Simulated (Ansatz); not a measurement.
# C2H11NSi2 (SMILES C[SiH](N)C[SiH3]): what the fields show

Input file:

```
crystal:
  periodic: [false, false, false]
  atoms:
    - { symbol: C, position_ang: [-1.0427, -1.5388, -0.5623] }
    - { symbol: Si, position_ang: [0.4708, -0.5566, -0.2708] }
    - { symbol: "N", position_ang: [1.518, -0.8332, -1.5806] }
    - { symbol: C, position_ang: [0.3107, 1.2779, -0.0818] }
    - { symbol: Si, position_ang: [-0.6236, 1.5472, 1.5088] }
    - { symbol: H, position_ang: [-1.632, -1.0778, -1.4389] }
    - { symbol: H, position_ang: [-0.8566, -2.548, -0.7685] }
    - { symbol: H, position_ang: [-1.7237, -1.4328, 0.2823] }
    - { symbol: H, position_ang: [1.1964, -1.1067, 0.9307] }
    - { symbol: H, position_ang: [1.66951, 0.08928, -2.07391] }
    - { symbol: H, position_ang: [1.02533, -1.39133, -2.27998] }
    - { symbol: H, position_ang: [1.2205, 1.7934, -0.0658] }
    - { symbol: H, position_ang: [-0.3974, 1.6984, -0.9262] }
    - { symbol: H, position_ang: [0.1532, 1.0744, 2.6912] }
    - { symbol: H, position_ang: [-0.8452, 2.9941, 1.7264] }
    - { symbol: H, position_ang: [-1.9491, 0.9281, 1.5697] }
basis:
  gaussian: { orbitals: def2-SVP }
hamiltonian:
  xc: b3lyp
  dispersion: d4
relax:
  f_tol: 0.015
  max_steps: 40
output:
  orbitals: {}
```

Launched as:

```sh
ansatz run input.yaml --threads 2 --pin off --max-ram 3072MiB --backend cpu --events-out ev --progress --plain --runs-dir out
```

The fields are those of the relaxed geometry.

These are results of RKS B3LYP-D4/def2-SVP in Ansatz, not measurements.

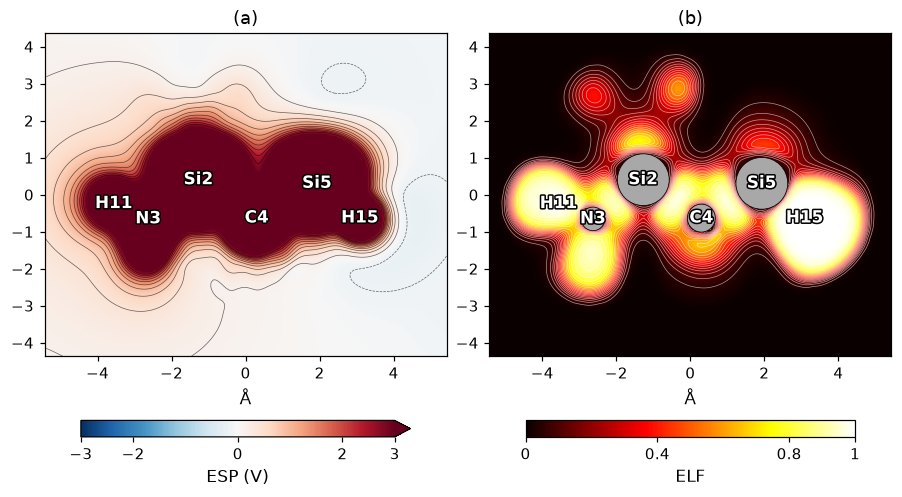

Figure 1. (a) electrostatic potential; (b) electron localisation function on the plane of atoms C4, Si5 and H15. Grey discs cover the atomic cores in the ELF map.

What do the fields say about this system?

Answer. Atoms in the plane: Si, N, C and H. Si–N (1.74 Å): the ELF peaks at about 0.95 between the atoms (a shared but strongly polarised pair). C–Si (1.89 Å): the ELF peaks at about 0.95 between the atoms; localised, covalent bonding. N–H (1.02 Å): the ELF climbs to about 1 towards the hydrogen, as it does in any bond to H (an ordinary covalent bond to hydrogen). Si–H (1.49 Å): the ELF climbs to about 1 towards the hydrogen. The potential has no marked negative region in this plane.

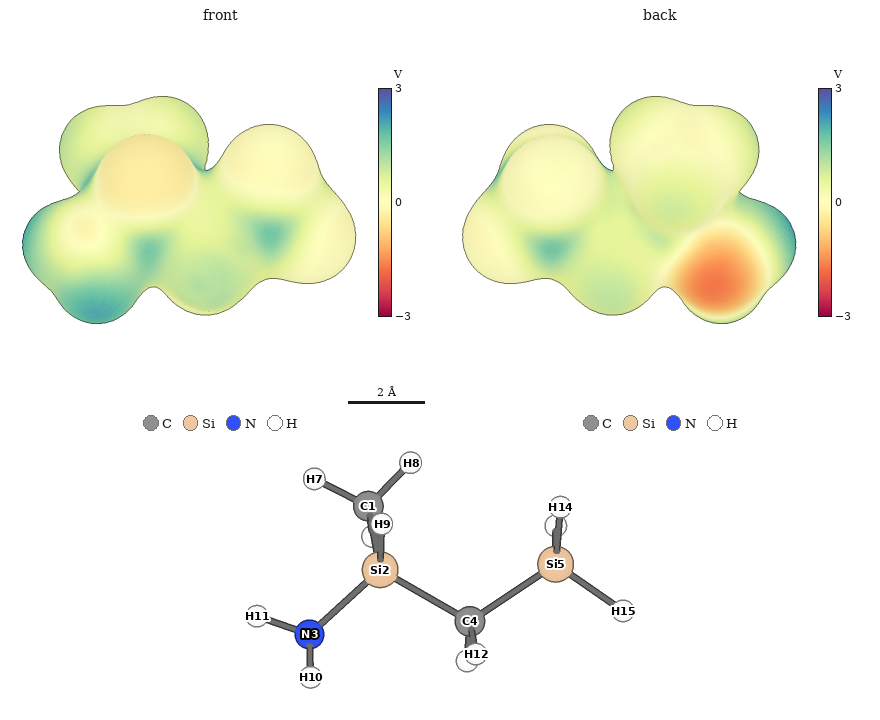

Figure 2. The electrostatic potential painted on the density surface at 0.004 e/bohr³, seen from the front and from behind; the colour scale runs from red (negative) to blue (positive). The bare structure is drawn below in the same view.

Describe the electrostatic potential map.

Answer. The most negative region (about −1.6 V) lies over N3, the most positive (about +2.0 V) over H10 and H11. N3 is the likeliest acceptor of a hydrogen bond.

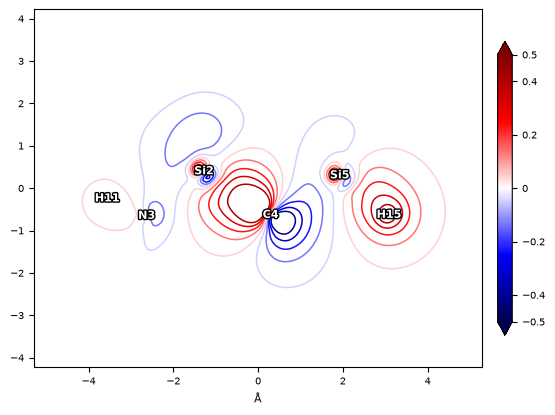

Figure 3. The HOMO−1 on the plane of atoms C4, Si5 and H15 (values in Å⁻³ᐟ²; the overall sign is arbitrary).

Where does this orbital lie, and at what energy?

Answer. Its weight (Hirshfeld) is mainly on C4 (about 30 %), Si2 (about 20 %), C1 (about 10 %), Si5 (about 10 %) and H15 (about 10 %). Its energy is −8.25 eV.
